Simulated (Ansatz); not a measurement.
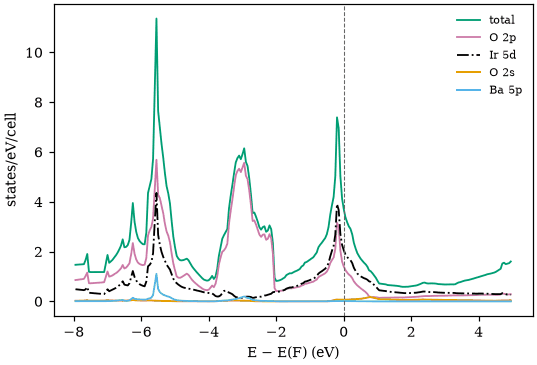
Total and projected density of states of BaIrO3 (cubic perovskite, Pm-3m), plane-wave PAW PBEsol (Ansatz code)

Q: Which orbitals carry the states next to the Fermi level?

A: Within 0.5 eV of the Fermi level: Ir 5d 54 %, O 2p 40 %. Projections are on Löwdin-orthogonalised atomic valence shells; empty p or d shells of many metals are not among them.

Q: Where is the tallest occupied peak in this window, and what makes it?

A: Near -5.5 eV, about 11 states/eV per cell; the largest projected share is O 2p.

The workflow started from an entry of the Crystallography Open Database (COD). Its standing as an ambient phase is unchecked. The cell was relaxed with PBEsol under the symmetry of its start; of distortions, only those at the zone centre were tested. The run is not spin-polarised. With an odd number of electrons in the cell and no spin polarisation, the count alone makes it a metal. Spin–orbit coupling is left out wherever it is not named.

Potentials: the later of the program's two PAW sets.
